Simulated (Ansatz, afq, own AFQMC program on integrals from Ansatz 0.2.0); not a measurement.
# BNH (doublet): quantum Monte Carlo beside coupled cluster, 6-31G, part 2 of 2

Ansatz 0.2.0, Gaussian basis, and an in-house AFQMC program (afq) on its integrals; all values are calculated; 6-31G, frozen cores. The steps go on from the part before.

### Step 13. Phaseless AFQMC, single-determinant trial on UHF

It reads the integrals that the CCSD(T) run on this determinant wrote.

On the command line:

```bash
$ afq ham --method phaseless --trial hf --walkers 320 --populations 1 --least-time 40 --time-step 0.005 --steps-per-block 20 --equilibration-blocks 112 --max-blocks 600 --target-error 0.00108 --factor-cut 1e-05 --start spin_pure --seed 2451 --taylor-order 6
```

The log of the run:

```text
orbitals 18  electrons 5 4  factors 109 of 290
reference energy -79.62342425 Eh
CCSD correlation -0.16187795 Eh in 11 cycles, weight of the determinant in the CISD state 0.8976
energy of the start -79.627221 Eh
 block  time / (1/Eh)  mean weight  energy / Eh
     1     0.100  1.0007  -79.666152
     2     0.200  1.0011  -79.697212
     3     0.300  1.0012  -79.716595
     4     0.400  1.0013  -79.730821
     5     0.500  1.0007  -79.744108
     6     0.600  1.0018  -79.765711
     7     0.700  1.0007  -79.765465
     8     0.800  0.9998  -79.774848
     9     0.900  0.9994  -79.766269
    10     1.000  0.9996  -79.764566
    18     1.800  1.0011  -79.804167
    35     3.500  1.0013  -79.801007
    52     5.200  0.9988  -79.802700
    69     6.900  1.0000  -79.783592
    86     8.600  0.9996  -79.778985
   103    10.300  0.9996  -79.780826
   120    12.000  1.0002  -79.769188
   137    13.700  0.9997  -79.768500
   154    15.400  0.9994  -79.801855
   171    17.100  1.0005  -79.811005
   188    18.800  1.0001  -79.799890
   205    20.500  1.0002  -79.763204
   222    22.200  1.0010  -79.795878
   239    23.900  0.9994  -79.784827
   256    25.600  1.0008  -79.798888
   273    27.300  1.0003  -79.783822
   290    29.000  0.9996  -79.788341
   307    30.700  0.9994  -79.781074
   324    32.400  0.9998  -79.788512
   341    34.100  0.9996  -79.783504
   358    35.800  0.9993  -79.797523
   375    37.500  1.0008  -79.793590
   392    39.200  1.0004  -79.806037
   409    40.900  1.0002  -79.794783
   426    42.600  1.0003  -79.797828
   443    44.300  0.9995  -79.782154
   460    46.000  0.9997  -79.811658
   477    47.700  0.9999  -79.785768
   494    49.400  1.0004  -79.803054
   511    51.100  0.9994  -79.785344
   528    52.800  1.0005  -79.777673
   545    54.500  0.9993  -79.789838
   562    56.200  1.0007  -79.804233
   579    57.900  1.0005  -79.808092
   596    59.600  0.9993  -79.787365
   613    61.300  1.0012  -79.765762
   630    63.000  1.0007  -79.782993
   647    64.700  0.9996  -79.799565
   664    66.400  1.0002  -79.787907
   681    68.100  0.9995  -79.785060
   698    69.800  1.0008  -79.797508
blocks merged  error / Eh  count
     1  0.000638  600
     2  0.000841  300
     4  0.001095  150
     8  0.001340  75
    16  0.001535  37
    32  0.001710  18
    64  0.001823  9
energy -79.788678 +/- 0.001710 Eh
```

Run time: 4.4 min. Hardware: 1 thread of Intel Xeon Platinum 8259CL at 2.50GHz (Skylake/Cascade Lake), shared host.

Energy -2171.1605 ± 0.0465 eV. Caveats: constraint bias not in the error; error above the target.

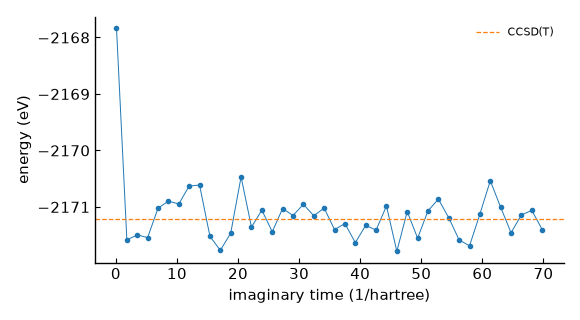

Block energies along the walk.

### Step 14. Free-projection AFQMC, CISD trial on UHF

It reads the integrals that the CCSD(T) run on this determinant wrote.

On the command line:

```bash
$ afq ham --method free --trial cisd --walkers 160 --time-step 0.03 --max-blocks 80 --target-error 0.00036 --factor-cut 1e-05 --seed 3034 --times 0,0.3,0.6,1.2,1.8,2.4,3.6,4.8,6 --taylor-order 8
```

The log of the run:

```text
orbitals 18  electrons 5 4  factors 109 of 290
reference energy -79.62342425 Eh
CCSD correlation -0.16187795 Eh in 11 cycles, weight of the determinant in the CISD state 0.8976
repeat  energy at the last time / Eh  error
    10  -79.791493  0.001155
    20  -79.790381  0.000727
    30  -79.791543  0.000701
    40  -79.791626  0.000585
    50  -79.792437  0.000711
    60  -79.792326  0.000642
    70  -79.792452  0.000582
    80  -79.792515  0.000544
time / (1/Eh)  energy / Eh  error  mean overlap
  0.00  -79.785229  0.000152  1.1145
  0.30  -79.789039  0.000167  1.1130
  0.60  -79.790524  0.000173  1.1112
  1.20  -79.791897  0.000231  1.1016
  1.80  -79.792344  0.000225  1.1016
  2.40  -79.792357  0.000218  1.1003
  3.60  -79.791950  0.000325  1.1151
  4.80  -79.792460  0.000381  1.1114
  6.00  -79.792515  0.000544  1.1083
energy -79.792515 +/- 0.000544 Eh
```

Wall time 4.1 min (1 thread of Intel Xeon Platinum 8259CL at 2.50GHz (Skylake/Cascade Lake), shared host).

Energy -2171.2649 ± 0.0148 eV. Caveats: remainder of the start not in the error; start is not spin pure; error above the target.

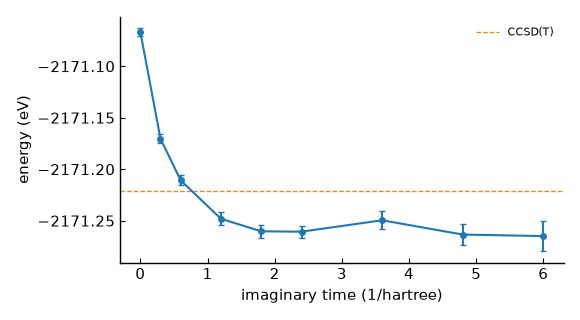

Energy against projection time, with error bars.

### Step 15. Phaseless AFQMC, first-order trial on UHF (settings varied)

It reads the integrals that the CCSD(T) run on this determinant wrote.

On the command line:

```bash
$ afq ham --method phaseless --trial mp1 --walkers 160 --populations 1 --least-time 40 --time-step 0.04 --steps-per-block 25 --equilibration-blocks 10 --max-blocks 20 --target-error 0.00072 --factor-cut 1e-06 --start determinant --seed 35 --release-times 0.3,0.6,0.9,1.2 --release-step 0.1 --release-every 1 --taylor-order 6
```

The log of the run:

```text
orbitals 18  electrons 5 4  factors 125 of 290
reference energy -79.62342425 Eh
CCSD correlation -0.16187802 Eh in 11 cycles, weight of the determinant in the CISD state 0.8976
energy of the start -79.771855 Eh
 block  time / (1/Eh)  mean weight  energy / Eh
     1     1.000  1.0026  -79.795191
     2     2.000  1.0003  -79.781588
     3     3.000  0.9969  -79.787970
     4     4.000  1.0013  -79.789607
     5     5.000  1.0017  -79.789434
     6     6.000  1.0065  -79.786422
     7     7.000  1.0027  -79.789340
     8     8.000  0.9974  -79.790606
     9     9.000  0.9911  -79.795648
    10    10.000  1.0038  -79.792191
    11    11.000  1.0022  -79.787909
    12    12.000  1.0043  -79.792303
    13    13.000  0.9941  -79.788461
    14    14.000  0.9978  -79.791814
    15    15.000  0.9959  -79.787732
    16    16.000  0.9969  -79.790097
    17    17.000  0.9983  -79.791966
    18    18.000  1.0047  -79.793218
    19    19.000  0.9995  -79.792444
    20    20.000  0.9994  -79.794213
    21    21.000  0.9967  -79.798284
    22    22.000  0.9992  -79.791895
    23    23.000  1.0125  -79.792052
    24    24.000  0.9951  -79.797033
    25    25.000  0.9967  -79.788221
    26    26.000  0.9985  -79.793087
    27    27.000  1.0018  -79.792744
    28    28.000  1.0010  -79.788904
    29    29.000  1.0000  -79.788759
    30    30.000  1.0028  -79.790452
blocks merged  error / Eh  count
     1  0.000643  20
     2  0.000680  10
released: time / (1/Eh)  energy / Eh  error  mean overlap
  0.30  -79.792169  0.000572  1.0081
  0.60  -79.791750  0.000443  1.0051
  0.90  -79.791553  0.000312  1.0130
  1.20  -79.792411  0.000628  1.0073
energy -79.791579 +/- 0.000643 Eh
```

Wall time 28 s (1 thread of Intel Xeon Platinum 8259CL at 2.50GHz (Skylake/Cascade Lake), shared host).

Energy -2171.2395 ± 0.0175 eV. The run doesn't count as converged. Caveats: constraint bias not in the error; error not settled.

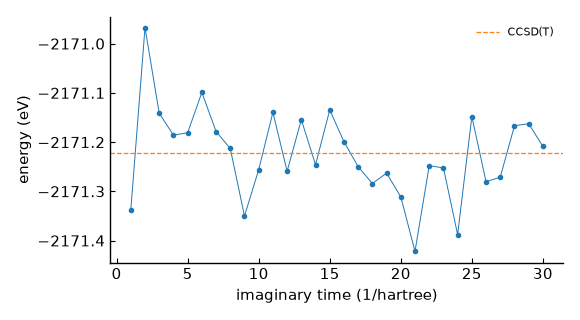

Block energies along the walk.

### Step 16. AFQMC on the ladder

The full CI on restricted orbitals is not used as the yardstick for these unrestricted rows.

On the UHF determinant, counted from CCSDTQ (a yardstick, not exact):

```
                                                             level  energy (eV)  from CCSDTQ (kJ/mol)  statistical error (kJ/mol)     time
                                                                HF   -2166.6638                +443.4                                     
                                                               MP2   -2170.7028                 +53.7                                     
                                                              CCSD   -2171.0687                 +18.4                                     
                                                           CCSD(T)   -2171.2213                  +3.7                                     
                                                          CCSDT(Q)   -2171.2652                  -0.5                                     
                                                            CCSDTQ   -2171.2597                   0.0                                     
              Phaseless AFQMC, CISD trial, step 0.005, 160 walkers   -2171.2407                  +1.8                         0.8  3.6 min
Phaseless AFQMC, single-determinant trial, step 0.005, 320 walkers   -2171.1605                  +9.6                         4.5  4.4 min
         Free-projection AFQMC, CISD trial, step 0.03, 160 walkers   -2171.2649                  -0.5                         1.4  4.1 min
```

The functionals' totals stand on their own zeros and serve differences with other points: PBE -2176.598 eV; r2SCAN -2178.234 eV; PBE0 -2176.713 eV; B3LYP -2179.572 eV; wB97M-V -2178.556 eV; B2PLYP -2176.647 eV.

### Step 17. Results

The summary covers parts 1 to 2.

```
                                                    quantity              value
                                  CCSD(T) on UHF from CCSDTQ        +3.7 kJ/mol
              Phaseless AFQMC, CISD trial on UHF from CCSDTQ  +1.8 ± 0.8 kJ/mol
Phaseless AFQMC, single-determinant trial on UHF from CCSDTQ  +9.6 ± 4.5 kJ/mol
        Free-projection AFQMC, CISD trial on UHF from CCSDTQ  -0.5 ± 1.4 kJ/mol
```

In words: On UHF the phaseless walk with the CISD trial lies +1.8 kJ/mol from CCSDTQ, within three error bars. Free projection has no constraint; at the last time it gives -0.5 ± 1.4 kJ/mol, and from a start that isn't spin pure other spins can mix in. Error bars are statistical and leave out the constraint, the time step and what remains of the start.
